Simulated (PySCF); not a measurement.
# C4H12AlN: the cost of one run

Computed with PySCF 2.14.0, with density-fitted response routines of our own, on a single molecule in the gas phase. Atoms count from 0, in the outputs and in this text.

### Step 1. Starting geometry

18 atoms, charge 0, multiplicity 1; geometry from: GFN2-xTB.

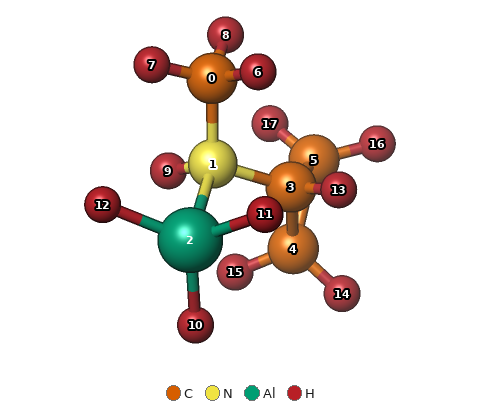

As it starts; carbon orange, nitrogen yellow, aluminium teal, hydrogen red, atoms numbered; sticks join atoms by distance.

### Step 2. Ultraviolet spectrum: wB97X-D/def2-SVPD

The job: settings as JSON, then the geometry in Å.

```
{"job": {"kind": "uv", "xc": "wB97X-D", "basis": "def2-SVPD", "nstates": 8, "ntriplets": 3}, "charge": 0, "multiplicity": 1}
C      1.317091    -0.989115     0.797062
N      0.589142    -0.167025    -0.164918
Al     1.537233     1.634216    -0.362331
C     -0.769494     0.090599     0.250724
C     -1.834799     0.240392    -0.785504
C     -1.823988    -0.966831     0.107755
H      1.371279    -0.446692     1.740731
H      2.333631    -1.139548     0.436325
H      0.834511    -1.956058     0.962532
H      0.564458    -0.654818    -1.059893
H      0.570180     2.303591    -1.401106
H      1.451126     2.115096     1.134555
H      2.910380     1.061860    -0.874447
H     -0.796150     0.742360     1.116121
H     -2.592884     0.991974    -0.635782
H     -1.551450     0.113854    -1.819614
H     -2.579539    -1.053244     0.872901
H     -1.539488    -1.914294    -0.326770
```

With the program's defaults for keys left out, this is: TDDFT wB97X-D/def2-SVPD, vertical, gas phase, core orbitals frozen in the response.

Command:

```sh
> OMP_NUM_THREADS=1 python probes_run.py task.json out
```

One launch serves the whole session: the jobs run in the order shown.

**Question.** How long does this job take on 1 thread of Arm Neoverse V2, shared host, and how much memory does it need?

About 38 s, with a peak of 0.95 GiB.
